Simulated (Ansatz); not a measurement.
**[AlH4]− (SMILES [AlH4-]): levels of theory compared**

Wanted: a comparison of 6 runs (B3LYP/3-21G, PBE/3-21G, SVWN5/6-31G, wB97X/6-31G, RPA@PBE/6-31G, CCSD/3-21G) of [AlH4]−. 

Program for the calculation: Ansatz 0.2.0.

2 further runs of the same task are left out: 2 set aside as unsound or not needed.

### 1 The structure to begin with

[AlH4]−: 5 atoms, total charge -1, spin state singlet. As SMILES, `[AlH4-]`. The H2–Al1 distance was set to 3.255 Å, away from the relaxed value. At this shape a bond of the SMILES string is far longer than usual.

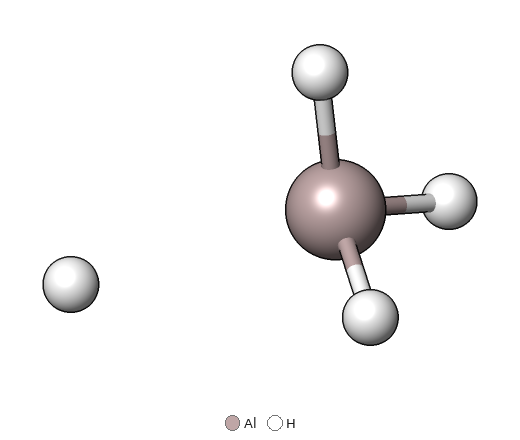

The structure, seen from a chosen angle (aluminium light grey, hydrogen white).

### 2 The energy at B3LYP/3-21G (run 1)

Input file run.yaml:

```yaml
crystal:
  periodic: [false, false, false]
  atoms:
    - {symbol: Al, position_ang: [-1.443548, 0.504389, -0.558569]}
    - {symbol: H, position_ang: [1.443510, -0.504270, 0.556410]}
    - {symbol: H, position_ang: [-2.626498, -0.100171, 0.381641]}
    - {symbol: H, position_ang: [-1.647368, -0.012801, -2.088199]}
    - {symbol: H, position_ang: [-1.500198, 2.130179, -0.521239]}
basis:
  gaussian: {orbitals: 3-21G.json}
total_charge: -1
accuracy: high
hamiltonian: {xc: {name: B3LYP}}
```

The basis set 3-21G is read from a file made from the Basis Set Exchange's data (not shown).

Command:

```bash
$ ansatz run run.yaml --threads 1 --pin off --max-ram 2610MiB --events-out events.jsonl --progress --plain --runs-dir runs
```

Log:

```text
Warning: RAYON_NUM_THREADS=1 ignored (pool sized by the plan → 1); use --threads N
Functional definition: B3LYP
  name "B3LYP"
  parameter a0 = 0.2
  parameter ax = 0.72
  parameter ac = 0.81
  exchange = (1 - a0 - ax)*slater_x + ax*b88_x + a0*exact_x
  correlation = (1 - ac)*vwn_rpa_c + ac*lyp_c
411 factors; integrals over basis functions are off by at most 4.8e-9 eV
mean field evaluation 1: about -6621.6607 eV, gradient 1.5e1 eV
mean field evaluation 2: about -6613.7539 eV, gradient 2.7e1 eV
mean field evaluation 4: about -6623.5109 eV, gradient 9.2e-1 eV
mean field evaluation 8: about -6623.5107 eV, gradient 4.8e-2 eV
mean field evaluation 16: about -6623.5107 eV, gradient 3.6e-7 eV
mean field -6623.51069831 eV, -243.4095285860 hartree, gradient 3.2e-8 eV, S^2 0.000000; 0 other end points of the search recorded, 0 dependent functions left out
reference -6623.51073798 eV, -243.4095300440 hartree; 9, 9 occupied and 12, 12 virtual orbitals, 411 factors
Total energy: -6623.51073798 eV, -243.4095300440 hartree
```

Run time: 0.99 s. Hardware: 1 thread of Arm Neoverse V1, shared host.

### 3 The energy at PBE/3-21G (run 2)

Edit run.yaml of step 2 so:

```diff
@@ -11,3 +11,3 @@
 total_charge: -1
+hamiltonian: {xc: pbe}
 accuracy: high
-hamiltonian: {xc: {name: B3LYP}}
```

The basis set 3-21G is read from a file made from the Basis Set Exchange's data (not shown).

Command:

```bash
$ ansatz run run.yaml --threads 1 --pin off --max-ram 2610MiB --events-out events.jsonl --progress --plain --runs-dir runs
```

Log:

```text
Warning: RAYON_NUM_THREADS=1 ignored (pool sized by the plan → 1); use --threads N
Functional definition: PBE
  name "PBE"
  parameter kappa = 0.804
  parameter beta = 0.06672455060314922
  exchange = pbe_x(kappa = kappa, mu = beta*pi^2/3)
  correlation = pbe_c(beta = beta)
411 factors; integrals over basis functions are off by at most 4.8e-9 eV
mean field evaluation 1: about -6616.2612 eV, gradient 1.7e1 eV
mean field evaluation 2: about -6604.9878 eV, gradient 2.8e1 eV
mean field evaluation 4: about -6618.5173 eV, gradient 2.3e0 eV
mean field evaluation 8: about -6618.5451 eV, gradient 1.2e-1 eV
mean field evaluation 16: about -6618.5380 eV, gradient 2.0e-5 eV
mean field -6618.53803713 eV, -243.2267866582 hartree, gradient 3.3e-8 eV, S^2 0.000000; 0 other end points of the search recorded, 0 dependent functions left out
reference -6618.53804089 eV, -243.2267867963 hartree; 9, 9 occupied and 12, 12 virtual orbitals, 411 factors
Total energy: -6618.53804089 eV, -243.2267867963 hartree
```

Wall time 0.95 s (1 thread of Arm Neoverse V1, shared host).

Runs 3 to 4 aren't shown in full; the table further down has their settings and results.

### 4 The energy at RPA@PBE/6-31G (run 5)

Input file molecule.yaml:

```yaml
basis:
  gaussian:
    orbitals: 6-31G
crystal:
  periodic: [false, false, false]
  atoms:
    - {symbol: Al, position_ang: [-1.443548, 0.504389, -0.558569]}
    - {symbol: H, position_ang: [1.443510, -0.504270, 0.556410]}
    - {symbol: H, position_ang: [-2.626498, -0.100171, 0.381641]}
    - {symbol: H, position_ang: [-1.647368, -0.012801, -2.088199]}
    - {symbol: H, position_ang: [-1.500198, 2.130179, -0.521239]}
total_charge: -1
correlation:
  method: rpa
  frozen_orbitals: {Al: 5, H: 0}
hamiltonian:
  xc: pbe
accuracy: high
```

Command:

```bash
$ ansatz run molecule.yaml --threads 1 --pin off --max-ram 2610MiB --events-out events.jsonl --progress --plain --runs-dir runs
```

Log (excerpt; [...] marks lines left out):

```text
Warning: RAYON_NUM_THREADS=1 ignored (pool sized by the plan → 1); use --threads N
[... 6 set-up lines as earlier in the session ...]
473 factors; integrals over basis functions are off by at most 3.8e-9 eV
mean field evaluation 1: about -6652.5337 eV, gradient 1.7e1 eV
mean field evaluation 2: about -6652.5309 eV, gradient 1.7e1 eV
mean field evaluation 4: about -6654.0719 eV, gradient 8.5e0 eV
mean field evaluation 8: about -6654.8279 eV, gradient 9.3e-1 eV
mean field evaluation 16: about -6654.8335 eV, gradient 2.4e-5 eV
mean field -6654.83350456 eV, -244.5606204843 hartree, gradient 5.8e-8 eV, S^2 0.000000; 0 other end points of the search recorded, 0 dependent functions left out
5 core orbitals not correlated: weight in the atoms' cores, before any rotation towards them, 1.000 or more for the frozen orbitals, at most 0.000 for the correlated occupied ones
reference -6641.36462795 eV, -244.0656483984 hartree; 4, 4 occupied and 12, 12 virtual orbitals, 473 factors
Total energy: -6645.84684489 eV, -244.2303668331 hartree
```

Run time: 1.4 s. Hardware: 1 thread of Arm Neoverse V1, shared host; peak memory 0.098 GiB.

### 5 The energy at CCSD/3-21G (run 6)

Edit molecule.yaml of step 4 so:

```diff
@@ -2,3 +2,3 @@
   gaussian:
-    orbitals: 6-31G
+    orbitals: 3-21G.json
 crystal:
@@ -13,6 +13,6 @@
 correlation:
-  method: rpa
+  method: ccsd
   frozen_orbitals: {Al: 5, H: 0}
-hamiltonian:
-  xc: pbe
 accuracy: high
+scf:
+  omitted_lower_state_checks: [cluster_reference, increment]
```

The basis set 3-21G is read from a file made from the Basis Set Exchange's data (not shown).

Command:

```bash
$ ansatz run molecule.yaml --threads 1 --pin off --max-ram 2610MiB --events-out events.jsonl --progress --plain --runs-dir runs
```

Log:

```text
Warning: RAYON_NUM_THREADS=1 ignored (pool sized by the plan → 1); use --threads N
[... 11 lines left out ...]
5 core orbitals not correlated: weight in the atoms' cores, before any rotation towards them, 1.000 or more for the frozen orbitals, at most 0.000 for the correlated occupied ones
[... 25 lines left out ...]
Total energy: -6608.65999403 eV, -242.8637752700 hartree
Checks for a lower state left out: cluster_reference, increment
```

Run time: 0.16 s. Hardware: 1 thread of Arm Neoverse V1, shared host.

### 6 All runs side by side

```csv
run,level,frozen core orbitals,energy (Eh),wall time
1,B3LYP/3-21G,–,-243.409530,0.99 s
2,PBE/3-21G,–,-243.226787,0.95 s
3,SVWN5/6-31G,–,-243.601312,0.75 s
4,wB97X/6-31G,–,-244.691741,4.8 s
5,RPA@PBE/6-31G,5,-244.230367,1.4 s
6,CCSD/3-21G,5,-242.863775,0.16 s
```

### 7 Results

| quantity | value |
| --- | --- |
| run 6: total energy | -242.86378 Eh |
| run 6: correlation energy (5 core orbitals frozen) | -95.4 mEh |
| run 6: T1 diagnostic | 0.053 |

Totals of different functionals can't be ranked against each other. In run 6 the T1 diagnostic is large, so a single reference may not serve. In run 6 the log says that unrestricted orbitals would lower the reference, so the values rest on an unstable closed-shell determinant (other closed-shell runs at this shape may share the fault). All runs together took 9.1 s, the longest 4.8 s.
